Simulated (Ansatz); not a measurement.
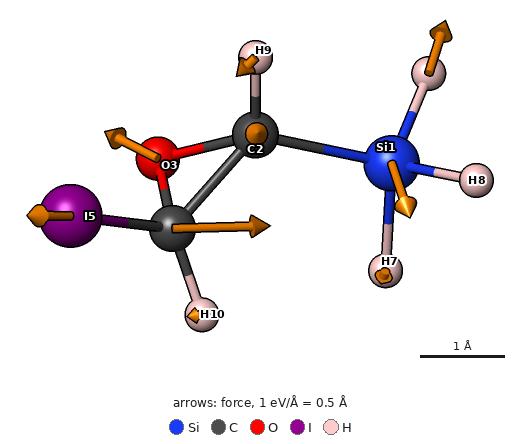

Starting geometry of C2H5IOSi (coarse preliminary run) with the computed forces as orange arrows. Style: ball-and-stick. Shown at a tilt.

The start comes from a force field.

These are results of RKS PBE-D4/def2-SVP (Ansatz 0.2.0), not measurements. Set-up: force threshold 0.03 eV/Å; at most 200 steps.

Question: What follows when this structure is relaxed?

Answer: It isn't relaxed: the largest force vector, on a C atom, is 2.45 eV/Å. The final displacements follow the starting forces only in part (cosine between the two patterns 0.36). The largest move after the best rigid fit is that of an H atom, 0.22 Å. Largest moves by element: H 0.22 Å, I 0.13 Å, Si 0.09 Å, C 0.08 Å, O 0.07 Å. Some distances before and after: C–I 2.053 → 2.181 Å, H–Si 1.419 → 1.503 Å, C–O 1.421 → 1.470 Å, C–C 1.519 → 1.479 Å. Among the angles between lasting bonds that change: C–C–H 115.6° → 123.8°, I–C–H 115.0° → 108.6°, O–C–H 118.4° → 113.0°. The energy falls by 7.52 kcal/mol in 6 accepted moves (7 points after the start). The largest force component goes from 1.7 to 0.029 eV/Å. The line search rejected the trial step at point 3 of the run. Cost: 12 s on 4 threads of Arm Neoverse V1 (shared host).
